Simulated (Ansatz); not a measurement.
Molecular dynamics of CH₆ (part 2 of 2)

The same run, continued: CH₆ (disordered cell, 21 atoms in the cell); DFT PBE, scalar-relativistic, plane waves, PAW, no spin polarisation (Ansatz 0.2.0); cutoff 420 eV, 1×1×1 k-mesh, Fermi–Dirac smearing of 0.02 eV. It belongs to a series of runs on one base structure; here: dynamics from the start.

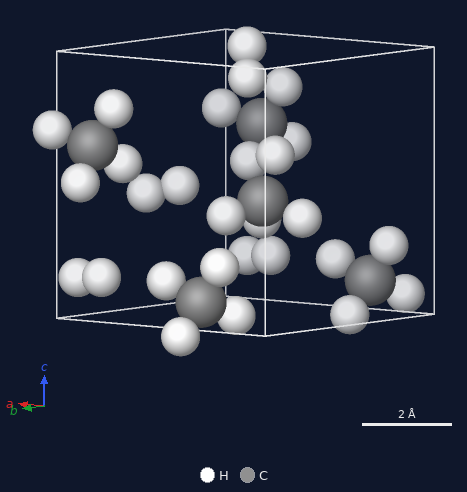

Fig. 1: The geometry at step 167 of the log (spheres-only view of the cell of the calculation, seen at an oblique angle).

Trajectory as extended XYZ (Å, eV, eV/Å), 10 of the 301 frames kept, from step=0 to step=300
```
21
Lattice="6.0659 0.0000 0.0000 0.0000 6.0659 0.0000 0.0000 0.0000 6.0659" Properties=species:S:1:pos:R:3:forces:R:3 step=0 time_fs=0.0 energy=-1042.87441 temperature=238.1
H     4.8169    6.2552    1.3882    0.0101   0.0003   0.0300
H     4.8458    6.2478    0.6256    0.0087  -0.0021  -0.0478
H     2.4118    2.9577    6.1237   -0.2385   0.1098  -0.2057
H     2.0306    3.1509    5.4816    0.2656  -0.1037   0.2458
H     5.6573    3.2240    2.6313   -0.1057  -0.0489  -0.0123
H     4.8993    3.1168    2.5948    0.0782   0.0508   0.0305
C     1.6821    6.0981    0.6368   -0.0059   0.0597  -0.0073
H     1.0662    6.1777    1.5378    0.0256  -0.0088  -0.0338
H     1.4764    6.9424   -0.0329    0.0223  -0.0487   0.0596
H     1.4624    5.1589    0.1148    0.0109   0.0207   0.0194
H     2.7469    6.1114    0.9214   -0.0523   0.0055  -0.0426
C     2.4345    3.1043    2.5908   -0.0764  -0.0456  -0.1006
H     2.8167    2.1626    2.1773   -0.0265   0.0517   0.0729
H     1.3375    3.1533    2.4161    0.0920  -0.0037   0.0212
H     2.9072    3.9629    2.1024   -0.0136   0.0085   0.0448
H     2.6123    3.1362    3.6820    0.0092  -0.0120  -0.0093
C     4.7696    0.1990    4.1928   -0.0462  -0.0461  -0.0449
H     4.1377   -0.6989    4.1314    0.1144   0.1447   0.0215
H     5.7452   -0.0533    4.6234   -0.0637   0.0030  -0.0677
H     4.2755    0.9635    4.8078    0.0326  -0.0418  -0.0865
H     4.9236    0.6098    3.1746   -0.0408  -0.0933   0.1127
21
Lattice="6.0659 0.0000 0.0000 0.0000 6.0659 0.0000 0.0000 0.0000 6.0659" Properties=species:S:1:pos:R:3:forces:R:3 step=33 time_fs=16.5 energy=-1042.56705 temperature=133.1
H     5.0391    6.1207    1.3722   -0.0870   0.0632  -0.1165
H     4.7535    6.1598    0.6617    0.0549   0.0056   0.0701
H     2.6086    3.2369    6.1647   -0.3690  -0.2523  -0.4204
H     2.2567    2.9819    5.5181    0.3213   0.1726   0.3908
H     5.4605    2.9940    2.7707    0.5623  -0.0664   0.1427
H     4.8174    3.2042    2.4592   -0.3139   0.1294  -0.0897
C     1.7539    6.0772    0.6563   -0.8665   0.6270   0.4226
H     1.0961    6.1461    1.5438    0.3664   0.1596  -0.1718
H     1.4578    6.8570   -0.0549   -0.1795  -0.1410  -0.1073
H     1.6008    5.0846    0.2470    0.2953  -0.2025  -0.3461
H     2.7825    6.3100    0.9274    0.3754  -0.3798   0.1971
C     2.4187    3.0858    2.5758    0.6898   0.5181  -0.8495
H     2.8544    2.1495    2.1939   -0.7979  -0.0760   0.2898
H     1.3622    3.3166    2.3929   -0.2252  -0.3649  -0.8035
H     3.0735    3.8698    2.1403   -0.5256   0.1058   0.2876
H     2.4449    3.1629    3.6490    0.6478  -0.1694   1.1437
C     4.7709    0.2261    4.1510    0.5734   1.0894  -0.5510
H     4.2350   -0.6957    4.0246   -0.4970  -0.5041   0.1349
H     5.8123    0.0179    4.4297   -0.1644   0.0974  -0.0145
H     4.3084    0.9346    4.8557   -0.0119  -0.3938   0.1318
H     4.7577    0.7754    3.1773    0.1512  -0.4180   0.2594
21
Lattice="6.0659 0.0000 0.0000 0.0000 6.0659 0.0000 0.0000 0.0000 6.0659" Properties=species:S:1:pos:R:3:forces:R:3 step=67 time_fs=33.5 energy=-1042.62706 temperature=196.8
H     5.0928    5.9821    1.3407    0.1460   0.0243   0.2041
H     4.7349    6.1135    0.6906   -0.0250   0.0362  -0.2336
H     2.6659    3.2311    6.2522   -0.0254  -0.1726  -0.1156
H     2.7653    2.8020    5.6249   -0.1064   0.1290   0.0020
H     5.7880    2.9549    2.6807   -0.4479   0.1851  -0.1419
H     5.0761    3.1723    2.4674    0.2367  -0.1515   0.1707
C     1.8376    6.0552    0.6468   -0.4048  -0.2411  -1.0841
H     1.2206    6.1272    1.5341    0.0124   0.1704   0.4488
H     1.5077    6.8205   -0.0961    0.2959  -0.3824   0.4488
H     1.6557    5.0510    0.2069    0.1253   0.4014   0.0548
H     2.9137    6.1485    0.8589   -0.1635   0.0891   0.1376
C     2.4275    3.0496    2.5844   -0.2821   1.0283   1.5447
H     2.8428    2.2023    2.1219    0.8020  -1.2493  -0.7357
H     1.3530    3.0852    2.2604    0.5211   0.3056   0.3432
H     2.9944    3.9700    2.3108   -0.4952  -0.4580   0.1657
H     2.5148    2.8685    3.7239   -0.2473   0.4031  -1.1524
C     4.8189    0.2234    4.0862    0.5321  -1.1213   0.3897
H     4.3154   -0.7402    3.9419   -0.1533   0.1112  -0.0720
H     5.8725   -0.0144    4.3025   -0.1857   0.2926  -0.0514
H     4.3665    0.7412    4.9220   -0.1307   0.2149   0.4334
H     4.7283    0.8359    3.2117   -0.0042   0.3853  -0.7565
21
Lattice="6.0659 0.0000 0.0000 0.0000 6.0659 0.0000 0.0000 0.0000 6.0659" Properties=species:S:1:pos:R:3:forces:R:3 step=100 time_fs=50.0 energy=-1042.60284 temperature=165.8
H     5.1070    6.0106    1.2199   -0.1243   0.0157  -0.3157
H     4.7934    5.9814    0.5091    0.3035   0.0364   0.5598
H     2.7214    2.8600    6.2679   -0.2206   0.0999   0.3677
H     3.0764    2.7746    5.6189    0.1039   0.0201  -0.5572
H     5.7570    3.1407    2.5369   -0.3457  -0.0202   0.1215
H     4.9944    3.1304    2.6697    0.3040   0.0066  -0.0974
C     1.8930    6.0555    0.5963    0.2492  -0.2245   1.3142
H     1.3644    6.2058    1.5495   -0.1238  -0.0012  -0.2783
H     1.6806    6.8258   -0.1074   -0.1608   0.7533  -0.5524
H     1.6621    5.0987    0.1827   -0.4426  -0.8763  -0.3795
H     2.9563    6.0141    0.8476    0.2919   0.2369  -0.0808
C     2.5082    2.9839    2.6072    0.2261  -0.6816  -1.1531
H     3.0049    2.1439    2.0503   -0.2596   0.9443   0.2139
H     1.4465    3.0329    2.3070   -0.2183  -0.2210   0.2034
H     2.8965    3.9774    2.4244    0.5042   0.1668  -0.2786
H     2.6218    2.7490    3.6462   -0.1483  -0.1641   1.2269
C     4.8926    0.1806    4.0847   -0.4331   0.3888  -0.6275
H     4.4542   -0.7603    3.7624   -0.1867  -0.3423   0.1021
H     5.9596    0.0313    4.2051    0.2372   0.0712   0.3349
H     4.3750    0.5518    4.9983    0.4202  -0.1276  -0.4968
H     4.7412    0.8853    3.2387    0.0235  -0.0811   0.3732
21
Lattice="6.0659 0.0000 0.0000 0.0000 6.0659 0.0000 0.0000 0.0000 6.0659" Properties=species:S:1:pos:R:3:forces:R:3 step=133 time_fs=66.5 energy=-1042.42147 temperature=159.4
H     5.3778    6.0617    1.1771   -0.4507  -0.1074  -0.3216
H     4.8885    5.9257    0.5865    0.2678   0.1570   0.5047
H     2.9575    2.6402    6.1585   -0.1979  -0.2407   0.5947
H     3.1100    3.0264    5.5463    0.0496   0.3407  -0.6201
H     5.5223    3.3204    2.5855   -0.5377  -0.5057   0.3846
H     4.8841    2.9522    2.8670    0.8381   0.4363  -0.3428
C     1.8882    6.0635    0.6481    0.0734   0.0530  -2.0064
H     1.1950    6.3586    1.4023   -0.5466  -0.0434   0.8345
H     1.8070    6.8272   -0.1637    0.0965  -0.3728   0.4062
H     1.6289    5.0875    0.1646    0.2750   0.5021   0.6376
H     2.9124    6.1017    1.0250    0.2552  -0.2658   0.1477
C     2.5444    2.9064    2.5871    0.0132   1.7179   0.9247
H     3.2245    2.2150    2.1332    0.1692  -0.8713  -0.3946
H     1.4739    2.8033    2.2406    0.7566   0.1484   0.2806
H     2.9907    3.9222    2.3729   -0.8678  -0.7549  -0.0321
H     2.6315    2.8043    3.7133   -0.2743  -0.1651  -0.7242
C     4.9798    0.0894    4.0273   -0.2317  -0.9269   0.8298
H     4.6367   -0.8877    3.5804    0.6673   0.9148   0.1240
H     6.0234    0.1126    4.3744   -0.1105  -0.4900  -0.2324
H     4.3613    0.2274    4.9432    0.1409   0.1762  -0.4631
H     4.8690    0.9338    3.3663   -0.3856   0.2979  -0.5317
21
Lattice="6.0659 0.0000 0.0000 0.0000 6.0659 0.0000 0.0000 0.0000 6.0659" Properties=species:S:1:pos:R:3:forces:R:3 step=167 time_fs=83.5 energy=-1042.42887 temperature=221.6
H     5.4523    6.0573    0.9670   -0.0324   0.0209  -0.0581
H     4.6955    6.1443    1.0268   -0.0563  -0.0511  -0.0405
H     3.0840    2.9130    6.1269   -0.1790   0.0698  -0.0859
H     2.8747    3.1484    5.4309    0.0323  -0.1022   0.1439
H     5.6023    3.4215    2.6591   -0.2547  -0.4926   0.1533
H     5.0142    2.9452    2.8321    0.4700   0.2991  -0.1166
C     1.8590    6.0704    0.6463    0.2691   0.5774   2.4585
H     1.1476    6.2797    1.5013    0.8318  -0.0316  -0.6538
H     1.8126    6.8616   -0.0677   -0.1646   0.4937  -0.7570
H     1.6221    5.1076    0.2815   -0.2732  -1.1269  -0.8611
H     2.9093    6.0272    1.0590   -0.5848   0.0802  -0.1083
C     2.5887    2.9610    2.6379   -0.1257  -2.1430  -0.9648
H     3.2370    2.1962    2.1317   -0.4243   0.5990   0.4682
H     1.5763    2.7861    2.3030   -0.8827  -0.0181  -0.8273
H     2.8598    3.9388    2.3690    0.5527   1.4245   0.1368
H     2.4365    2.6997    3.6702    0.7714   0.2671   1.1465
C     5.0250   -0.0091    3.9963   -0.0001   0.9368  -0.6076
H     4.9189   -0.9616    3.5107    0.0649  -0.7070  -0.2320
H     6.0541    0.1673    4.2936    0.2813  -0.0902   0.0775
H     4.3848    0.0231    4.8725   -0.2338   0.2092   0.1568
H     4.7620    0.7543    3.2276   -0.0618  -0.2150   0.5713
21
Lattice="6.0659 0.0000 0.0000 0.0000 6.0659 0.0000 0.0000 0.0000 6.0659" Properties=species:S:1:pos:R:3:forces:R:3 step=200 time_fs=100.0 energy=-1042.51363 temperature=289.1
H     5.1547    5.9981    0.8106   -0.0588   0.0312   0.1340
H     4.5172    6.0644    1.2391    0.4162  -0.0317  -0.1432
H     2.8323    3.2208    6.0506   -0.2498  -0.2499  -0.2509
H     2.5549    2.9290    5.3880    0.1864   0.1743   0.4128
H     6.0502    3.0637    2.7459   -0.1894  -0.0621   0.0103
H     5.2873    3.0892    2.7364   -0.1170  -0.0994  -0.0171
C     1.8710    6.0617    0.7139   -0.3828  -1.2461  -2.9859
H     1.2433    6.1448    1.5490   -1.2730   0.1979   1.2016
H     1.7646    6.9132   -0.0042    0.2199  -0.4252   0.6968
H     1.6347    5.1001    0.1074    0.2243   1.3623   1.0044
H     2.8723    5.9389    1.0860    0.8832   0.1563   0.0632
C     2.5746    2.9775    2.6304    0.3960   1.4930   0.0724
H     3.2336    2.3991    1.9706    0.1378   0.0236   0.0252
H     1.5340    2.8837    2.2311    0.4100  -0.0380   0.4152
H     2.8643    4.0911    2.6066   -0.3390  -1.5506  -0.0011
H     2.6859    2.6125    3.6867   -0.2578   0.1290  -0.6104
C     5.0910   -0.0882    4.0026   -0.1918  -0.1008   0.3641
H     5.1397   -1.1281    3.6370   -0.3450   0.2064   0.2805
H     6.1330    0.2256    4.1155   -0.0682   0.3183  -0.0183
H     4.5522    0.0257    4.9789    0.4243  -0.3447  -0.5417
H     4.5535    0.5296    3.2741    0.1747   0.0562  -0.1117
21
Lattice="6.0659 0.0000 0.0000 0.0000 6.0659 0.0000 0.0000 0.0000 6.0659" Properties=species:S:1:pos:R:3:forces:R:3 step=233 time_fs=116.5 energy=-1042.60711 temperature=268.3
H     5.3071    5.9590    0.7538    0.2527   0.0091  -0.0886
H     4.7153    5.9610    1.2242   -0.1540  -0.0030   0.2136
H     2.2489    3.1676    6.2189    0.3622  -0.2342  -0.6045
H     2.5658    2.8864    5.5612   -0.3349   0.2764   0.4647
H     6.0246    2.6081    2.6056   -0.4404   0.3084  -0.0027
H     5.4284    3.0924    2.5284    0.1415  -0.3586   0.0608
C     1.8579    6.0360    0.7215    0.2428   0.6737   1.1728
H     1.2136    5.9685    1.6297    0.5007   0.0135  -0.5019
H     1.7740    7.0250    0.2779   -0.1670   0.4587  -0.0283
H     1.5253    5.3506   -0.0262   -0.0164  -0.8856  -0.5200
H     2.9417    5.9265    0.9918   -0.6069  -0.3034  -0.1497
C     2.6340    3.0796    2.6392    0.1485  -1.0894   0.2090
H     3.3233    2.6967    1.8910    0.2777   0.0024  -0.2269
H     1.6045    2.9404    2.2863   -0.0227   0.2367   0.1051
H     2.8855    4.0562    2.9596    0.0114   1.4932  -0.2356
H     2.7928    2.5127    3.5563   -0.1783  -0.6918   0.3226
C     5.2070   -0.2205    3.9915    0.5740   0.3657   0.1492
H     5.3584   -1.2592    3.6881   -0.1163  -0.0180  -0.0720
H     6.1621    0.3289    3.8708   -0.4001  -0.1496  -0.0638
H     4.9235   -0.1716    5.0502    0.0135  -0.1197   0.1403
H     4.4065    0.2676    3.4405   -0.0880   0.0155  -0.3440
21
Lattice="6.0659 0.0000 0.0000 0.0000 6.0659 0.0000 0.0000 0.0000 6.0659" Properties=species:S:1:pos:R:3:forces:R:3 step=267 time_fs=133.5 energy=-1042.52592 temperature=210.9
H     5.3787    5.9103    0.7892    0.2202  -0.0422  -0.7275
H     5.0639    5.9357    1.4601   -0.3939  -0.0147   0.6119
H     1.9912    2.9874    6.0956    0.2123   0.0732  -0.0757
H     2.5793    3.1138    5.6292   -0.1626  -0.0108  -0.0091
H     5.7781    2.4623    2.5066    0.0486   0.1899  -0.0180
H     5.2173    2.9476    2.3284    0.1771  -0.1539   0.1400
C     1.8778    6.0683    0.7503    0.9581  -1.0047  -0.5613
H     1.3332    5.8862    1.6528   -0.4160   0.1088   0.6990
H     1.8577    7.1129    0.4338   -0.3253  -0.0751  -0.2774
H     1.5557    5.3083    0.0067   -0.0596   0.7518   0.0346
H     2.9358    5.8086    0.9480    0.0706   0.1525   0.0674
C     2.6745    3.0998    2.7002   -0.9500   0.4198  -0.9329
H     3.4821    3.1095    1.9291   -0.4419  -0.3157   0.5043
H     1.7091    2.8527    2.1753    0.5501   0.0067   0.1505
H     2.5273    4.1503    3.0302    0.2731  -0.6154   0.3812
H     2.7931    2.3318    3.4821    0.2826   0.4426  -0.0046
C     5.3149   -0.3119    3.9202   -0.8892  -0.6770   0.2000
H     5.5427   -1.2752    3.4438    0.2854   0.0806   0.0694
H     6.0970    0.4178    3.7503    0.1737   0.2159  -0.0849
H     5.1702   -0.4953    5.0149    0.1080   0.2115  -0.3389
H     4.3409   -0.0089    3.5011    0.2786   0.2562   0.1718
21
Lattice="6.0659 0.0000 0.0000 0.0000 6.0659 0.0000 0.0000 0.0000 6.0659" Properties=species:S:1:pos:R:3:forces:R:3 step=300 time_fs=150.0 energy=-1042.49427 temperature=258.9
H     5.1925    5.7603    0.8508   -0.4016  -0.1281  -1.1826
H     5.4197    5.8704    1.5385    0.1889   0.1348   0.8662
H     2.2095    2.8525    5.8856   -0.2272  -0.3905   0.4438
H     2.5639    3.3648    5.4866    0.2304   0.3673  -0.2855
H     5.7933    2.4423    2.9906    0.3935  -0.0746   0.4235
H     5.3509    2.6442    2.4344   -0.3877   0.2217  -0.3633
C     1.9429    6.0152    0.7713    0.3414   0.8255  -0.3142
H     1.3724    5.8850    1.6873    0.1731  -0.4319   0.1339
H     1.6951    7.0227    0.4278    0.1574   0.4870   0.0043
H     1.5818    5.4150   -0.0611    0.1634  -0.6282   0.1850
H     3.0487    5.9728    0.9250   -0.5520  -0.2387  -0.0594
C     2.5642    3.1697    2.7350   -0.1546  -0.2272  -0.2929
H     3.4595    3.1992    2.1049   -0.1070   0.1000  -0.3912
H     1.6645    2.8658    2.1678    0.3176   0.1896  -0.0887
H     2.4102    4.1612    3.1746    0.0174  -0.2016   0.1932
H     2.7639    2.3763    3.4524   -0.1021   0.0508   0.5032
C     5.4032   -0.3793    3.8179   -0.0013   0.6469   1.1009
H     5.7196   -1.2867    3.3424    0.3502  -0.5258  -0.3997
H     6.0723    0.4776    3.6771   -0.0189  -0.1547  -0.4178
H     5.3986   -0.5294    4.9107    0.0251  -0.2259   0.3452
H     4.3799   -0.1435    3.5760   -0.4061   0.2036  -0.4037
```

This output came from the following input.

Input file
```yaml
accuracy: low
crystal:
  lattice:
    - [6.065939, 0.0, 0.0]
    - [0.0, 6.065939, 0.0]
    - [0.0, 0.0, 6.065939]
  atoms:
    - { symbol: H, position: [0.79409136, 1.03119977, 0.2288475] }
    - { symbol: H, position: [0.79885591, 1.02997996, 0.10312627] }
    - { symbol: H, position: [0.39760291, 0.48759874, 1.00952888] }
    - { symbol: H, position: [0.33475325, 0.51944886, 0.90367612] }
    - { symbol: H, position: [0.93263209, 0.53148781, 0.43377788] }
    - { symbol: H, position: [0.80767016, 0.51382177, 0.42776189] }
    - { symbol: C, position: [0.27730923, 1.00529825, 0.10497915] }
    - { symbol: H, position: [0.17577494, 1.0184254, 0.25351853] }
    - { symbol: H, position: [0.24339001, 1.14449243, -0.0054166] }
    - { symbol: H, position: [0.24108576, 0.85047732, 0.01892605] }
    - { symbol: H, position: [0.45284247, 1.00748687, 0.15189572] }
    - { symbol: C, position: [0.40134717, 0.51176104, 0.42711154] }
    - { symbol: H, position: [0.46435441, 0.35652327, 0.3589455] }
    - { symbol: H, position: [0.22049615, 0.51983155, 0.39830677] }
    - { symbol: H, position: [0.47925813, 0.65330742, 0.34659286] }
    - { symbol: H, position: [0.43064528, 0.51701967, 0.60699844] }
    - { symbol: C, position: [0.78628424, 0.032811, 0.69120295] }
    - { symbol: H, position: [0.68211395, -0.11522182, 0.6810802] }
    - { symbol: H, position: [0.94712253, -0.00877971, 0.76219504] }
    - { symbol: H, position: [0.70483614, 0.15883184, 0.79258206] }
    - { symbol: H, position: [0.81167929, 0.10052187, 0.52335064] }
basis:
  ecutwfc: 420.0
kpoints:
  mp_grid: { grid: [1, 1, 1] }
hamiltonian:
  xc: pbe
scf:
  occupations: { method: fermi_dirac, width: 0.02 }
  lower_state_search: "off"
md:
  timestep: 0.5
  n_steps: 300
  ensemble: nvt_langevin
  temperature: 250.0
  initial_velocities: maxwell_boltzmann
  seed: 486541
  friction: 0.02
```

Command:
```bash
ansatz run input.yaml --threads 1 --pin off --max-ram 3072MiB --backend cpu --events-out ev --progress --plain --runs-dir out
```

Key numbers

| quantity | value |
| --- | --- |
| outcome | finished |
| mean temperature over the second half | 234 K |
| trajectory | 300 steps, 150 fs |
| ensemble | nvt_langevin |
| temperature in the input | 250.0 K |
| time step | 0.5 fs |
| electrons treated | 30 |
| potential energy (free energy of the electrons) (last step) | −1042.4943 eV |
| Fermi energy (last step) | −2.028 eV |
| largest force (length of the vector) (last step) | 1.277 eV/Å |
| hardware | 1 thread of INTEL XEON PLATINUM @ 2.30GHz (Emerald Rapids), 24 GiB of memory available, shared host |
| wall time | 2.4 min |
| peak memory | 0.39 GiB |

Notes

The input asks for low accuracy. The k-point mesh is coarse for a cell of this size, so the results may not be converged. So short a trajectory is not equilibrated. The logged temperature at the start can lie below the typed one, since it is counted over all degrees of freedom.
